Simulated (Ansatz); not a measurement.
**C2HCl2F: molecular dynamics**

System: C2HCl2F, SMILES FC=C(Cl)Cl.
Method: RKS r2SCAN-d4/6-31G* (Ansatz 0.2.0).

The geometry comes from this level: PBE0-D4/def2-TZVP. Figures and captions count atoms from 1; the log counts them from 0 in places.

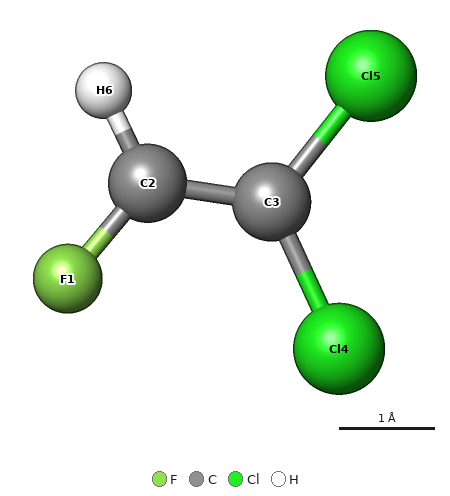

Fig. 1: The structure as given in the input (ball-and-stick view, seen on its broad side; atoms are numbered from 1 in the order of the input).

## Input file
```yaml
crystal:
  periodic: [false, false, false]
  atoms:
    - {symbol: F, position_ang: [0.369818, -1.453511, 1.016624]}
    - {symbol: C, position_ang: [0.335196, -0.183694, 0.639137]}
    - {symbol: C, position_ang: [-0.249498, 0.193870, -0.489926]}
    - {symbol: Cl, position_ang: [-1.002742, -0.907113, -1.549257]}
    - {symbol: Cl, position_ang: [-0.269601, 1.845147, -0.936707]}
    - {symbol: H, position_ang: [0.816836, 0.505301, 1.320128]}
basis:
  gaussian: {orbitals: "6-31G*"}
hamiltonian: {xc: {name: r2SCAN}, dispersion: d4}
md: {timestep: 1 fs, n_steps: 20, ensemble: nve, temperature: 1000, initial_velocities: maxwell_boltzmann, seed: 449}
```

Run as:
```bash
ansatz run in.yaml --threads 4 --pin off --events-out ev --progress --plain --max-ram 10444MiB
```

## What the program printed
```
Functional definition: r2SCAN
  name "r2SCAN"
  cite "Furness, Kaplan, Ning, Perdew & Sun, J. Phys. Chem. Lett. 11, 8208 (2020) doi:10.1021/acs.jpclett.0c02405"
  cite "Furness, Kaplan, Ning, Perdew & Sun, J. Phys. Chem. Lett. 11, 9248 (2020) doi:10.1021/acs.jpclett.0c03077"
  parent r2scan
  parameter k0 = 0.174
  parameter k1 = 0.065
  parameter a1 = 4.9479
  exchange = r2scan_x(k0 = k0, k1 = k1, a1 = a1)
  correlation = r2scan_c
948 factors; their error is unknown
mean field evaluation 1: about -29844.4635 eV, gradient 2.8e1 eV
mean field evaluation 2: about -29843.0150 eV, gradient 3.6e1 eV
mean field evaluation 4: about -29846.2412 eV, gradient 2.9e0 eV
mean field evaluation 8: about -29846.2024 eV, gradient 3.3e-1 eV
mean field evaluation 16: about -29846.2026 eV, gradient 5.5e-6 eV
mean field -29846.20263281 eV, -1096.8277162731 hartree, gradient 6.7e-6 eV, S^2 0.000000; 0 other end points of the search recorded, 0 dependent functions left out
the calculation of the forces begins
reference -29846.20263874 eV, -1096.8277164909 hartree; 28, 28 occupied and 57, 57 virtual orbitals, 948 factors
md step     0: t =     0.00 fs  T =  1000.0 K  F+E_penalty+E_count = -29846.23881932 eV  E_kin = 0.517040 eV  conserved = -29845.72177932 eV  (29 SCF iters)
these checks for a lower state are left out or cut short: starts, cluster_reference, orbital_swaps, neighbouring_geometries, increment
948 factors; their error is unknown
mean field -29846.17881693 eV, -1096.8268410557 hartree, gradient 2.0e-5 eV, S^2 0.000000; 0 other end points of the search recorded, 0 dependent functions left out
[... from here on the field's lines of each further geometry are left out, up to the last ...]
md step     1: t =     1.00 fs  T =   956.3 K  F+E_penalty+E_count = -29846.21501334 eV  E_kin = 0.494446 eV  conserved = -29845.72056739 eV  (32 SCF iters, 3 dispersion substeps)
md step     2: t =     2.00 fs  T =   876.7 K  F+E_penalty+E_count = -29846.17281364 eV  E_kin = 0.453310 eV  conserved = -29845.71950329 eV  (31 SCF iters, 3 dispersion substeps)
md step     3: t =     3.00 fs  T =   790.5 K  F+E_penalty+E_count = -29846.12809318 eV  E_kin = 0.408736 eV  conserved = -29845.71935715 eV  (32 SCF iters, 3 dispersion substeps)
md step     4: t =     4.00 fs  T =   708.4 K  F+E_penalty+E_count = -29846.08548092 eV  E_kin = 0.366287 eV  conserved = -29845.71919394 eV  (32 SCF iters, 3 dispersion substeps)
md step     5: t =     5.00 fs  T =   639.3 K  F+E_penalty+E_count = -29846.04920670 eV  E_kin = 0.330532 eV  conserved = -29845.71867456 eV  (32 SCF iters, 3 dispersion substeps)
md step     6: t =     6.00 fs  T =   597.7 K  F+E_penalty+E_count = -29846.02754506 eV  E_kin = 0.309055 eV  conserved = -29845.71849037 eV  (32 SCF iters, 3 dispersion substeps)
md step     7: t =     7.00 fs  T =   588.5 K  F+E_penalty+E_count = -29846.02332196 eV  E_kin = 0.304268 eV  conserved = -29845.71905371 eV  (32 SCF iters, 3 dispersion substeps)
md step     8: t =     8.00 fs  T =   594.8 K  F+E_penalty+E_count = -29846.02761291 eV  E_kin = 0.307556 eV  conserved = -29845.72005688 eV  (32 SCF iters, 3 dispersion substeps)
md step     9: t =     9.00 fs  T =   587.6 K  F+E_penalty+E_count = -29846.02452571 eV  E_kin = 0.303815 eV  conserved = -29845.72071077 eV  (32 SCF iters, 3 dispersion substeps)
md step    10: t =    10.00 fs  T =   548.7 K  F+E_penalty+E_count = -29846.00390974 eV  E_kin = 0.283684 eV  conserved = -29845.72022558 eV  (32 SCF iters, 3 dispersion substeps)
md step    11: t =    11.00 fs  T =   491.7 K  F+E_penalty+E_count = -29845.97308728 eV  E_kin = 0.254239 eV  conserved = -29845.71884845 eV  (33 SCF iters, 3 dispersion substeps)
md step    12: t =    12.00 fs  T =   452.7 K  F+E_penalty+E_count = -29845.95218641 eV  E_kin = 0.234060 eV  conserved = -29845.71812672 eV  (33 SCF iters, 3 dispersion substeps)
md step    13: t =    13.00 fs  T =   451.0 K  F+E_penalty+E_count = -29845.95189348 eV  E_kin = 0.233180 eV  conserved = -29845.71871352 eV  (33 SCF iters, 3 dispersion substeps)
md step    14: t =    14.00 fs  T =   473.5 K  F+E_penalty+E_count = -29845.96421938 eV  E_kin = 0.244828 eV  conserved = -29845.71939143 eV  (33 SCF iters, 3 dispersion substeps)
md step    15: t =    15.00 fs  T =   502.3 K  F+E_penalty+E_count = -29845.97904708 eV  E_kin = 0.259716 eV  conserved = -29845.71933143 eV  (32 SCF iters, 3 dispersion substeps)
md step    16: t =    16.00 fs  T =   537.1 K  F+E_penalty+E_count = -29845.99669484 eV  E_kin = 0.277681 eV  conserved = -29845.71901353 eV  (32 SCF iters, 3 dispersion substeps)
md step    17: t =    17.00 fs  T =   585.2 K  F+E_penalty+E_count = -29846.02173401 eV  E_kin = 0.302580 eV  conserved = -29845.71915367 eV  (32 SCF iters, 3 dispersion substeps)
md step    18: t =    18.00 fs  T =   642.3 K  F+E_penalty+E_count = -29846.05203067 eV  E_kin = 0.332084 eV  conserved = -29845.71994628 eV  (50 SCF iters, 3 dispersion substeps)
md step    19: t =    19.00 fs  T =   685.6 K  F+E_penalty+E_count = -29846.07540579 eV  E_kin = 0.354458 eV  conserved = -29845.72094752 eV  (32 SCF iters, 3 dispersion substeps)
the calculation of the forces begins
reference -29846.04048843 eV, -1096.8217575770 hartree; 28, 28 occupied and 57, 57 virtual orbitals, 948 factors
948 factors; their error is unknown
mean field evaluation 192: about -29846.0683 eV, gradient 3.5e0 eV
mean field -29846.04048238 eV, -1096.8217573547 hartree, gradient 2.0e-5 eV, S^2 0.000000; 1 other end points of the search recorded, 0 dependent functions left out
the calculation of the forces begins
reference -29846.04048843 eV, -1096.8217575770 hartree; 28, 28 occupied and 57, 57 virtual orbitals, 948 factors
md step    20: t =    20.00 fs  T =   687.1 K  F+E_penalty+E_count = -29846.07652795 eV  E_kin = 0.355243 eV  conserved = -29845.72128533 eV  (50 SCF iters, 3 dispersion substeps)
```

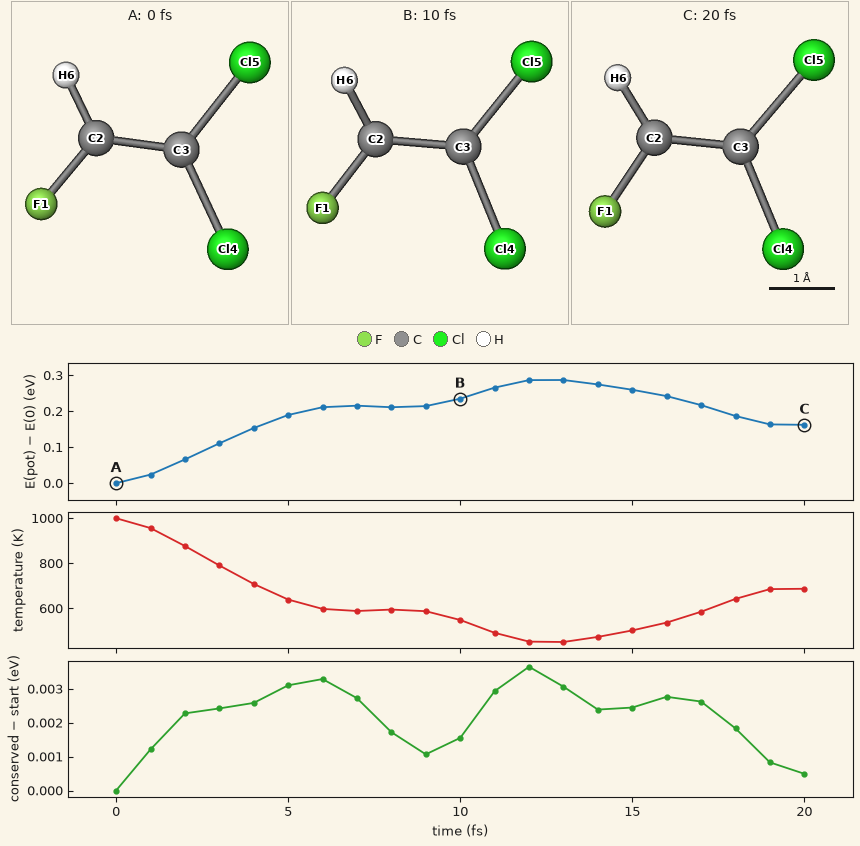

Fig. 2: Frames of the molecular dynamics (ball-and-stick, seen on its broad side) above the curves, on which the letters mark them. The trajectory kept here has 21 frames over 20 fs. The temperature starts at 1000 K, ranges from 451 to 1000 K and averages 551 K over the second half. The potential energy ends 0.162 eV above its first value. The conserved quantity stays within 0.0037 eV. After an unweighted best fit of the last frame on the first, the root-mean-square displacement is 0.14 Å.

```
Total energy: -29846.07653400 eV, -1096.8230822271 hartree
Atom 0 at     0.231895    -1.510579     0.991254 Å, force     0.758692     1.169827    -0.354934 eV/Å
Atom 1 at     0.463186    -0.216388     0.590763 Å, force    -0.337482    -0.910156     0.524840 eV/Å
Atom 2 at    -0.145405     0.210055    -0.519044 Å, force    -0.345108     0.611417    -0.124116 eV/Å
Atom 3 at    -0.967653    -0.936240    -1.489575 Å, force    -0.324344     0.080087    -0.308971 eV/Å
Atom 4 at    -0.318161     1.914791    -0.954190 Å, force     0.470697    -0.947736     0.196352 eV/Å
Atom 5 at     1.124685     0.352664     1.237592 Å, force    -0.222454    -0.003439     0.066828 eV/Å
Dipole moment:     0.183578     0.138710     0.171187 e Å
```

## Trajectory as extended XYZ (Å, eV, eV/Å), 15 of the 21 frames kept, from step=0 to step=20
```
6
Properties=species:S:1:pos:R:3:forces:R:3 step=0 time_fs=0.0 energy=-29846.23882 temperature=1000.0
F     0.3698   -1.4535    1.0166    0.0074  -0.4785   0.1323
C     0.3352   -0.1837    0.6391    0.2500   0.1385   0.4080
C    -0.2495    0.1939   -0.4899   -0.1127   0.0932  -0.2229
Cl   -1.0027   -0.9071   -1.5493   -0.2100  -0.3711  -0.2792
Cl   -0.2696    1.8451   -0.9367   -0.0050   0.5383  -0.1428
H     0.8168    0.5053    1.3201    0.0702   0.0795   0.1046
6
Properties=species:S:1:pos:R:3:forces:R:3 step=1 time_fs=1.0 energy=-29846.21501 temperature=956.3
F     0.3635   -1.4566    1.0165   -0.0749  -0.3428  -0.0021
C     0.3311   -0.1834    0.6307    0.6220  -0.5874   0.8784
C    -0.2394    0.1974   -0.4888   -0.5974   0.1954  -0.9506
Cl   -0.9999   -0.9080   -1.5452   -0.2189  -0.3158  -0.2501
Cl   -0.2725    1.8474   -0.9371    0.0407   0.5283  -0.1344
H     0.8662    0.4700    1.2829    0.2286   0.5223   0.4587
6
Properties=species:S:1:pos:R:3:forces:R:3 step=3 time_fs=3.0 energy=-29846.12809 temperature=790.5
F     0.3507   -1.4634    1.0162   -0.2365  -0.1158  -0.2293
C     0.3247   -0.1847    0.6164    1.7880  -1.1629   2.2785
C    -0.2209    0.2051   -0.4894   -1.4067   0.3663  -2.1147
Cl   -0.9943   -0.9100   -1.5373   -0.2585  -0.2267  -0.2306
Cl   -0.2783    1.8524   -0.9381    0.1294   0.5096  -0.1308
H     0.9714    0.4161    1.2227   -0.0157   0.6295   0.4269
6
Properties=species:S:1:pos:R:3:forces:R:3 step=4 time_fs=4.0 energy=-29846.08548 temperature=708.4
F     0.3441   -1.4668    1.0159   -0.2957  -0.0328  -0.3069
C     0.3235   -0.1866    0.6117    2.4633  -1.0305   2.8584
C    -0.2133    0.2093   -0.4921   -1.6094   0.3539  -2.3311
Cl   -0.9916   -0.9111   -1.5335   -0.2935  -0.1997  -0.2495
Cl   -0.2812    1.8551   -0.9387    0.1669   0.5111  -0.1385
H     1.0250    0.3986    1.1994   -0.4316   0.3980   0.1676
6
Properties=species:S:1:pos:R:3:forces:R:3 step=6 time_fs=6.0 energy=-29846.02755 temperature=597.7
F     0.3306   -1.4738    1.0149   -0.3363   0.0596  -0.3746
C     0.3272   -0.1929    0.6094    3.0847  -0.4427   2.7431
C    -0.2018    0.2186   -0.5029   -1.4564  -0.0098  -1.7329
Cl   -0.9865   -0.9135   -1.5260   -0.3905  -0.1804  -0.3390
Cl   -0.2867    1.8609   -0.9399    0.2173   0.5477  -0.1732
H     1.1158    0.3729    1.1556   -1.1188   0.0256  -0.1234
6
Properties=species:S:1:pos:R:3:forces:R:3 step=7 time_fs=7.0 energy=-29846.02332 temperature=588.5
F     0.3235   -1.4772    1.0141   -0.3152   0.0697  -0.3681
C     0.3328   -0.1966    0.6116    2.8578  -0.1247   2.0251
C    -0.1979    0.2233   -0.5106   -1.1478  -0.3367  -1.0102
Cl   -0.9841   -0.9147   -1.5224   -0.4480  -0.1842  -0.4005
Cl   -0.2894    1.8640   -0.9405    0.2294   0.5773  -0.1966
H     1.1464    0.3610    1.1323   -1.1763  -0.0015  -0.0497
6
Properties=species:S:1:pos:R:3:forces:R:3 step=9 time_fs=9.0 energy=-29846.02453 temperature=587.6
F     0.3090   -1.4840    1.0119   -0.2018   0.0657  -0.3030
C     0.3503   -0.2043    0.6202    1.4909   0.2844  -0.0817
C    -0.1926    0.2316   -0.5278   -0.3487  -1.0378   0.6962
Cl   -0.9797   -0.9174   -1.5155   -0.5639  -0.2073  -0.5304
Cl   -0.2946    1.8707   -0.9420    0.2342   0.6203  -0.2411
H     1.1756    0.3382    1.0863   -0.6107   0.2747   0.4599
6
Properties=species:S:1:pos:R:3:forces:R:3 step=10 time_fs=10.0 energy=-29846.00391 temperature=548.7
F     0.3015   -1.4874    1.0105   -0.1171   0.0825  -0.2603
C     0.3612   -0.2078    0.6249    0.5818   0.3333  -1.1383
C    -0.1905    0.2346   -0.5359    0.0373  -1.3091   1.4587
Cl   -0.9777   -0.9188   -1.5123   -0.6150  -0.2221  -0.5894
Cl   -0.2971    1.8743   -0.9429    0.2320   0.6127  -0.2548
H     1.1795    0.3298    1.0685   -0.1191   0.5027   0.7840
6
Properties=species:S:1:pos:R:3:forces:R:3 step=11 time_fs=11.0 energy=-29845.97309 temperature=491.7
F     0.2940   -1.4907    1.0091   -0.0206   0.1274  -0.2214
C     0.3725   -0.2111    0.6286   -0.2037   0.3567  -1.9751
C    -0.1884    0.2366   -0.5428    0.3689  -1.4830   2.0687
Cl   -0.9759   -0.9203   -1.5092   -0.6572  -0.2363  -0.6391
Cl   -0.2995    1.8781   -0.9438    0.2310   0.5731  -0.2582
H     1.1824    0.3263    1.0581    0.2815   0.6621   1.0251
6
Properties=species:S:1:pos:R:3:forces:R:3 step=13 time_fs=13.0 energy=-29845.95189 temperature=451.0
F     0.2790   -1.4970    1.0058    0.1827   0.3077  -0.1759
C     0.3943   -0.2167    0.6309   -0.6733   0.6874  -2.5706
C    -0.1830    0.2370   -0.5512    0.8066  -1.5069   2.7415
Cl   -0.9728   -0.9234   -1.5036   -0.7035  -0.2515  -0.6980
Cl   -0.3042    1.8861   -0.9458    0.2439   0.3794  -0.2255
H     1.1971    0.3379    1.0674    0.1436   0.3840   0.9285
6
Properties=species:S:1:pos:R:3:forces:R:3 step=14 time_fs=14.0 energy=-29845.96422 temperature=473.5
F     0.2716   -1.5000    1.0041    0.2803   0.4373  -0.1741
C     0.4045   -0.2187    0.6290   -0.4374   0.9413  -2.3681
C    -0.1795    0.2353   -0.5523    0.8978  -1.3695   2.8014
Cl   -0.9716   -0.9251   -1.5011   -0.7025  -0.2457  -0.7009
Cl   -0.3065    1.8903   -0.9470    0.2613   0.2274  -0.1886
H     1.2077    0.3504    1.0861   -0.2995   0.0092   0.6303
6
Properties=species:S:1:pos:R:3:forces:R:3 step=16 time_fs=16.0 energy=-29845.99670 temperature=537.1
F     0.2573   -1.5052    1.0003    0.4606   0.7442  -0.2096
C     0.4239   -0.2204    0.6198    0.0703   1.0571  -1.4697
C    -0.1702    0.2289   -0.5477    0.8072  -0.8646   2.3980
Cl   -0.9696   -0.9287   -1.4966   -0.6427  -0.1916  -0.6416
Cl   -0.3107    1.8988   -0.9493    0.3182  -0.1529  -0.0818
H     1.2162    0.3723    1.1384   -1.0135  -0.5923   0.0047
6
Properties=species:S:1:pos:R:3:forces:R:3 step=17 time_fs=17.0 energy=-29846.02173 temperature=585.2
F     0.2505   -1.5073    0.9982    0.5436   0.8974  -0.2421
C     0.4336   -0.2200    0.6133    0.1475   0.8079  -0.9295
C    -0.1645    0.2245   -0.5424    0.6258  -0.5292   1.9513
Cl   -0.9689   -0.9305   -1.4946   -0.5837  -0.1409  -0.5795
Cl   -0.3128    1.9030   -0.9506    0.3547  -0.3611  -0.0167
H     1.2072    0.3758    1.1660   -1.0878  -0.6741  -0.1835
6
Properties=species:S:1:pos:R:3:forces:R:3 step=19 time_fs=19.0 energy=-29846.07541 temperature=685.6
F     0.2378   -1.5100    0.9937    0.6939   1.1246  -0.3187
C     0.4534   -0.2176    0.5983   -0.0976  -0.2375   0.0952
C    -0.1519    0.2148   -0.5275    0.0301   0.2266   0.6536
Cl   -0.9679   -0.9343   -1.4911   -0.4197  -0.0009  -0.4068
Cl   -0.3165    1.9110   -0.9530    0.4331  -0.7659   0.1248
H     1.1593    0.3645    1.2155   -0.6398  -0.3469  -0.1481
6
Properties=species:S:1:pos:R:3:forces:R:3 step=20 time_fs=20.0 energy=-29846.07653 temperature=687.1
F     0.2319   -1.5106    0.9913    0.7587   1.1698  -0.3549
C     0.4632   -0.2164    0.5908   -0.3375  -0.9102   0.5248
C    -0.1454    0.2101   -0.5190   -0.3451   0.6114  -0.1241
Cl   -0.9677   -0.9362   -1.4896   -0.3243   0.0801  -0.3090
Cl   -0.3182    1.9148   -0.9542    0.4707  -0.9477   0.1964
H     1.1247    0.3527    1.2376   -0.2225  -0.0034   0.0668
```

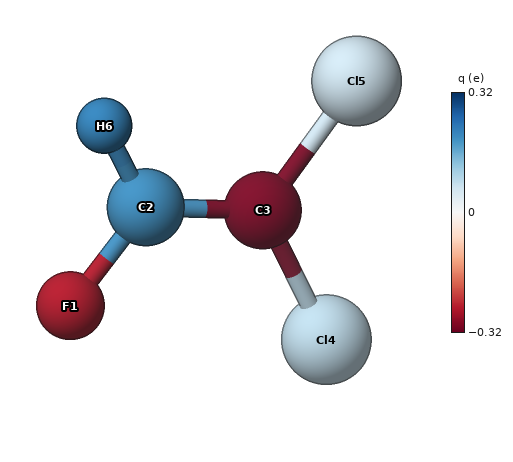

Fig. 3: Mulliken charges, as the colour of each atom (ball-and-stick view, seen at a tilt; atoms are numbered from 1 in the order of the input). By element: F −0.25, C −0.30 to +0.20, Cl +0.07 to +0.09 and H +0.21 e.

## Results in brief

| quantity | value |
| --- | --- |
| outcome | finished |
| mean temperature over the second half | 551 K |
| trajectory | 20 steps, 20 fs |
| ensemble | nve |
| temperature in the input | 1000 K |
| time step | 1 fs |
| potential energy (last step) | −29846.0765 eV |
| mean-field energy (last step) | −29846.0405 eV |
| dispersion energy (last step) | −0.0360 eV |
| SCF solution under orbital rotations (last step) | stable |
| largest force (length of the vector) (last step) | 1.439 eV/Å |
| dipole moment (last step) | 1.38 D |
| hardware | 4 threads of Arm Neoverse V2, 23 GiB of memory available, shared host |
| wall time | 30 s (CPU time 1.9 min) |
| peak memory | 0.17 GiB |

## Remarks

So short a trajectory is not equilibrated.
